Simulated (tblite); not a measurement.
**Run report: AlB$_{3}$N$_{3}$H$_{7}$O$_{3}$, geometry relaxation**

The run: geometry relaxation of AlB$_{3}$N$_{3}$H$_{7}$O$_{3}$, SMILES [OH][Al]([OH])[O]B1NBNBN1. Method and program: GFN2-xTB geometry optimisation, gas phase (tblite 0.8.0).

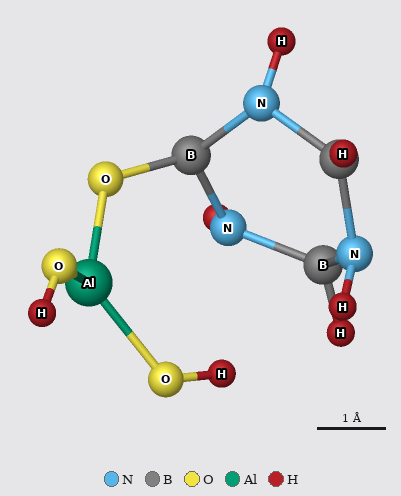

Figure 1. The structure as given in the input (ball-and-stick view, seen at a tilt). Sticks mark near contacts. Bond lengths as drawn: Al–O 1.86 to 1.88 Å, B–H 1.14 to 1.15 Å, B–N 1.54 to 1.57 Å, B–O 1.51 Å, H–N 1.00 to 1.03 Å and H–O 0.97 Å.

The input
```
{"job": {"kind": "relax", "xc": "GFN2-xTB", "basis": "xTB"}, "charge": 0, "multiplicity": 1}
N      0.898237    -0.022639     0.477873
B      0.965397     1.521902     0.676793
N     -0.382656     2.304736     0.554589
B     -1.261892     1.926011    -0.668024
N     -1.018234     0.479039    -1.235913
B     -0.331298    -0.539897    -0.305465
O     -1.247651    -1.468982     0.447939
Al    -2.007784    -1.091574     2.099691
O     -1.150810     0.217286     3.139110
O     -3.878406    -1.095436     2.171501
H      1.771689    -0.466774     0.274046
H      1.662256     1.872913     1.522272
H     -0.889136     2.478985     1.422868
H     -2.352464     2.260148    -0.642133
H     -0.760791     0.455641    -2.236383
H     -0.506693     0.851853     2.783818
H     -4.406944    -1.018556     2.975295
```

The first line tells a small driver script what to run in tblite; the rest is the geometry in Å.

Hardware: 1 CPU thread, shared host.

Launch command:
```bash
OMP_NUM_THREADS=1 python <driver script> task.json out
```

The program's output
```
step      E/eV     max force
  0    -802.91386    4.561
  1    -804.24707    2.796
  2    -805.96193    3.093
  3    -806.42571    1.775
  4    -806.74818    1.160
  5    -806.84518    0.957
  6    -807.04833    1.085
  7    -807.16148    0.801
  8    -807.24108    0.543
  9    -807.27764    0.499
 10    -807.31696    0.490
 11    -807.36671    0.646
 12    -807.40993    0.470
 13    -807.43682    0.684
 14    -807.46323    0.647
 15    -807.49668    0.604
 16    -807.57797    0.737
 17    -807.61434    0.559
 18    -807.65716    0.607
 19    -807.71257    0.642
 20    -807.76356    0.519
 21    -807.80515    1.175
 22    -807.82704    0.895
 23    -807.86315    0.370
 24    -807.88923    0.384
 25    -807.91125    0.491
 26    -807.93114    0.490
 27    -807.96129    0.465
 28    -807.99327    0.678
 29    -808.03134    0.678
 30    -808.05375    0.595
 31    -808.07417    0.464
 32    -808.09517    0.527
 33    -808.12544    0.667
 34    -808.15816    0.499
 35    -808.18274    0.492
 36    -808.19963    0.545
 37    -808.22068    0.539
 38    -808.24180    0.504
 39    -808.26677    0.370
 40    -808.27896    0.341
 41    -808.29336    0.543
 42    -808.31979    0.375
 43    -808.33624    0.420
 44    -808.35369    0.340
 45    -808.36658    0.349
 46    -808.38168    0.452
 47    -808.40087    0.440
 48    -808.42159    0.505
 49    -808.44151    0.339
 50    -808.45598    0.346
 51    -808.46601    0.395
 52    -808.47750    0.407
 53    -808.49168    0.234
 54    -808.50036    0.278
 55    -808.50708    0.201
 56    -808.51549    0.233
 57    -808.52531    0.301
 58    -808.53475    0.318
 59    -808.54745    0.346
 60    -808.56564    0.400
 61    -808.58754    0.378
 62    -808.60998    0.376
 63    -808.62820    0.312
 64    -808.64439    0.329
 65    -808.65818    0.656
 66    -808.67306    0.658
 67    -808.69545    0.464
 68    -808.74885    0.480
 69    -808.77429    0.446
 70    -808.79643    0.507
 71    -808.80759    0.649
 72    -808.82639    1.210
 73    -808.81648    0.907
 74    -808.87256    0.392
 75    -808.89398    0.560
 76    -808.92096    0.636
 77    -808.95172    0.416
 78    -808.96418    0.335
 79    -808.97830    0.303
 80    -808.99065    0.292
 81    -809.00079    0.270
 82    -809.00946    0.233
 83    -809.01905    0.254
 84    -809.02434    0.250
 85    -809.03286    0.264
 86    -809.04524    0.290
 87    -809.05593    0.293
 88    -809.06511    0.296
 89    -809.07277    0.230
 90    -809.07943    0.236
 91    -809.08474    0.184
 92    -809.08907    0.405
 93    -809.09423    0.193
 94    -809.09774    0.156
 95    -809.09979    0.103
 96    -809.10170    0.087
 97    -809.10374    0.095
 98    -809.10667    0.141
 99    -809.10927    0.109
100    -809.11107    0.170
101    -809.11226    0.082
102    -809.11323    0.073
103    -809.11396    0.071
104    -809.11475    0.073
105    -809.11584    0.067
106    -809.11694    0.076
107    -809.11802    0.081
108    -809.11890    0.066
109    -809.11975    0.076
110    -809.12060    0.069
111    -809.12135    0.064
112    -809.12196    0.051
113    -809.12236    0.045
114    -809.12270    0.048
115    -809.12317    0.055
116    -809.12374    0.075
117    -809.12438    0.064
118    -809.12505    0.061
119    -809.12566    0.067
120    -809.12624    0.053
121    -809.12674    0.082
122    -809.12738    0.076
123    -809.12824    0.052
124    -809.12900    0.060
125    -809.12967    0.070
126    -809.13019    0.065
127    -809.13068    0.148
128    -809.13125    0.081
129    -809.13206    0.080
130    -809.13277    0.048
131    -809.13303    0.046
132    -809.13328    0.036
133    -809.13382    0.027
134    -809.13423    0.042
135    -809.13472    0.049
136    -809.13508    0.040
137    -809.13539    0.040
138    -809.13564    0.033
139    -809.13589    0.034
140    -809.13612    0.041
141    -809.13632    0.049
142    -809.13654    0.051
143    -809.13678    0.046
144    -809.13706    0.039
145    -809.13738    0.045
146    -809.13771    0.057
147    -809.13800    0.048
148    -809.13828    0.037
149    -809.13861    0.042
150    -809.13902    0.053
151    -809.13944    0.050
152    -809.13985    0.041
153    -809.14010    0.028
154    -809.14026    0.041
155    -809.14041    0.035
156    -809.14067    0.035
157    -809.14096    0.032
158    -809.14116    0.033
159    -809.14129    0.036
160    -809.14139    0.031
161    -809.14150    0.022
162    -809.14161    0.027
163    -809.14176    0.028
164    -809.14193    0.030
165    -809.14212    0.031
166    -809.14229    0.028
167    -809.14241    0.029
168    -809.14249    0.020
169    -809.14254    0.012
170    -809.14257    0.010
171    -809.14259    0.012
172    -809.14261    0.010
173    -809.14262    0.007
```

Trajectory as extended XYZ (Å, eV, eV/Å), 6 of the 26 frames kept, from step=0 to step=173
```
17
Properties=species:S:1:pos:R:3:forces:R:3 step=0 energy=-802.91386
N     0.8982   -0.0226    0.4779   -1.2680   2.6450  -1.9060
B     0.9654    1.5219    0.6768   -3.3960  -2.2860   0.8290
N    -0.3827    2.3047    0.5546    0.4240  -2.5620  -2.2210
B    -1.2619    1.9260   -0.6680    1.9670  -3.0130   2.8030
N    -1.0182    0.4790   -1.2359    1.2710   0.8820   0.5670
B    -0.3313   -0.5399   -0.3055   -2.0170   1.3220   2.4080
O    -1.2477   -1.4690    0.4479    1.2880   2.1870   0.3910
Al   -2.0078   -1.0916    2.0997   -0.6740   2.5150  -1.5050
O    -1.1508    0.2173    3.1391   -0.7410  -1.4710  -1.4280
O    -3.8784   -1.0954    2.1715    2.6820  -0.4610   0.5280
H     1.7717   -0.4668    0.2740    0.2630  -0.2640   0.4390
H     1.6623    1.8729    1.5223    0.7460   0.3070  -0.1830
H    -0.8891    2.4790    1.4229    0.5290   0.4880  -0.7180
H    -2.3525    2.2601   -0.6421   -0.3550   0.7380  -0.6710
H    -0.7608    0.4556   -2.2364   -0.6380  -0.1590   0.9170
H    -0.5067    0.8519    2.7838   -0.4960  -0.8770   0.2400
H    -4.4069   -1.0186    2.9753    0.4130   0.0070  -0.4890
17
Properties=species:S:1:pos:R:3:forces:R:3 step=35 energy=-808.18274
N     0.7641    0.1511    0.4341   -0.3470   0.0580   0.0970
B     0.7463    1.4947    0.8785    0.3980  -0.0990  -0.2720
N    -0.2057    2.3711    0.3032    0.0860  -0.1470   0.0660
B    -1.1875    1.9375   -0.6256    0.1200  -0.0790  -0.0420
N    -1.3097    0.5370   -0.7998    0.2430   0.1080   0.0210
B    -0.4575   -0.3805   -0.0955   -0.2070   0.1350   0.3470
O    -0.9668   -1.5669    0.4067   -0.0230   0.1170  -0.1290
Al   -1.8228   -1.0992    1.7819   -0.0250  -0.1190  -0.1630
O    -1.1500   -0.0762    2.8866   -0.1280  -0.0260   0.1950
O    -3.4223   -1.4858    1.8986   -0.0800  -0.1200  -0.0070
H     1.3808   -0.4906    0.9021    0.0680  -0.1240   0.0000
H     1.5414    1.8330    1.6739   -0.0240   0.1840  -0.0210
H    -0.1694    3.3331    0.5840   -0.0590   0.2590  -0.0660
H    -1.8634    2.6940   -1.2117   -0.0880  -0.0020   0.0690
H    -2.1053    0.1794   -1.2974   -0.0770  -0.1360  -0.0670
H    -0.5218    0.5164    3.2651    0.1100   0.0090  -0.0060
H    -4.1476   -1.2833    2.4731    0.0300  -0.0210  -0.0230
17
Properties=species:S:1:pos:R:3:forces:R:3 step=70 energy=-808.79643
N     0.6299    0.5661    0.8087    0.1870   0.2410  -0.4040
B     1.1646    1.8194    0.3863    0.0090  -0.1530   0.0180
N     0.3234    2.6837   -0.3621    0.0390   0.0970   0.0090
B    -0.9514    2.3023   -0.8565    0.0860  -0.3790  -0.2490
N    -1.3821    0.9930   -0.5138   -0.0910   0.1140   0.0870
B    -0.6756    0.1509    0.3942    0.1040   0.1180   0.0380
O    -1.2556   -0.9650    0.9081   -0.4230  -0.0850   0.2070
Al   -2.2728   -1.4756    2.1379    0.0900  -0.1260  -0.0610
O    -1.7545   -1.0419    3.6742   -0.3710  -0.2610  -0.0800
O    -3.6842   -2.3009    1.8786    0.0640   0.0030   0.0060
H     1.1801   -0.1086    1.3237   -0.0060   0.2470   0.0220
H     2.2649    2.1902    0.5801   -0.0210  -0.2680   0.2580
H     0.7144    3.5916   -0.5922   -0.2610  -0.2200  -0.0490
H    -1.5652    2.9675   -1.6052   -0.0210   0.0600   0.1430
H    -2.2678    0.6190   -0.8284    0.0500   0.2410  -0.0340
H    -0.9351   -0.6041    3.8304    0.3000   0.2090   0.2050
H    -4.4302   -2.7228    2.2938    0.2660   0.1610  -0.1160
17
Properties=species:S:1:pos:R:3:forces:R:3 step=105 energy=-809.11584
N     0.5143    0.8135    0.8568   -0.0050  -0.0600   0.0300
B     1.2504    1.7997    0.1645   -0.0250  -0.0320  -0.0480
N     0.5410    2.5668   -0.7945    0.0090   0.0140  -0.0030
B    -0.8361    2.3813   -1.0777   -0.0060   0.0090   0.0230
N    -1.5145    1.3727   -0.3529   -0.0170   0.0070  -0.0110
B    -0.8754    0.5686    0.6362    0.0330   0.0280   0.0050
O    -1.5337   -0.3659    1.3662    0.0170   0.0340  -0.0380
Al   -2.2583   -1.5087    2.3100   -0.0440  -0.0060   0.0310
O    -1.9981   -1.6344    3.9455   -0.0290  -0.0200  -0.0140
O    -3.3087   -2.5737    1.5909   -0.0270   0.0190  -0.0060
H     0.9698    0.2375    1.5475    0.0460   0.0080   0.0210
H     2.3930    1.9636    0.3733    0.0160   0.0320  -0.0030
H     1.0385    3.2793   -1.3058    0.0170   0.0020   0.0120
H    -1.3864    3.0509   -1.8716   -0.0140  -0.0590   0.0140
H    -2.4910    1.2037   -0.5352   -0.0370  -0.0110   0.0220
H    -1.5176   -1.2489    4.6633    0.0230   0.0300   0.0040
H    -3.8843   -3.2414    1.9413    0.0450   0.0050  -0.0380
17
Properties=species:S:1:pos:R:3:forces:R:3 step=140 energy=-809.13612
N     0.5719    0.8595    0.9035    0.0080   0.0000  -0.0070
B     1.2723    1.7791    0.0904    0.0210  -0.0320   0.0030
N     0.5176    2.4918   -0.8747    0.0170   0.0060   0.0130
B    -0.8818    2.3316   -1.0423    0.0100   0.0000  -0.0020
N    -1.5285    1.4032   -0.1950    0.0030   0.0200   0.0030
B    -0.8323    0.6338    0.7834   -0.0150  -0.0120  -0.0180
O    -1.4607   -0.2659    1.5784    0.0040   0.0030   0.0060
Al   -2.2746   -1.4788    2.3483    0.0060   0.0070  -0.0080
O    -2.1698   -1.6743    3.9971    0.0180   0.0130  -0.0010
O    -3.1894   -2.5032    1.4230    0.0070   0.0170  -0.0010
H     1.0722    0.3214    1.5943   -0.0020   0.0030  -0.0020
H     2.4293    1.9354    0.2130    0.0050   0.0190  -0.0140
H     1.0021    3.1431   -1.4729   -0.0130   0.0120   0.0030
H    -1.4735    2.9437   -1.8503   -0.0180  -0.0040   0.0020
H    -2.5213    1.2526   -0.2858   -0.0030  -0.0230   0.0070
H    -1.6921   -1.2450    4.6943   -0.0370  -0.0150   0.0070
H    -3.7385   -3.2633    1.5531   -0.0100  -0.0130   0.0090
17
Properties=species:S:1:pos:R:3:forces:R:3 step=173 energy=-809.14262
N     0.6486    0.8445    0.8609    0.0030  -0.0020   0.0020
B     1.2993    1.7850    0.0298    0.0010  -0.0040   0.0020
N     0.4909    2.5040   -0.8864    0.0030   0.0000   0.0010
B    -0.9108    2.3174   -1.0030    0.0010   0.0040  -0.0010
N    -1.5038    1.3644   -0.1448    0.0000   0.0050  -0.0020
B    -0.7573    0.6049    0.8032   -0.0010   0.0000  -0.0030
O    -1.3516   -0.2878    1.6326    0.0030  -0.0020  -0.0020
Al   -2.2597   -1.4637    2.3537   -0.0040  -0.0010   0.0000
O    -2.2972   -1.6508    4.0034   -0.0010   0.0020   0.0000
O    -3.1455   -2.4680    1.3763    0.0060  -0.0010   0.0040
H     1.1862    0.3105    1.5263   -0.0010  -0.0030   0.0000
H     2.4581    1.9616    0.1004   -0.0050   0.0010  -0.0030
H     0.9352    3.1787   -1.4896    0.0010   0.0030   0.0000
H    -1.5491    2.9289   -1.7755   -0.0020  -0.0030  -0.0010
H    -2.4948    1.1856   -0.1990   -0.0020   0.0040   0.0040
H    -1.9165   -1.2463    4.7704   -0.0010   0.0010  -0.0020
H    -3.7290   -3.2041    1.4994    0.0010  -0.0010   0.0000
```

Key numbers

| quantity | value |
| --- | --- |
| outcome | converged |
| total energy | −809.1426 eV |
| wall time | 2.2 s |
| peak memory | 0.17 GiB |
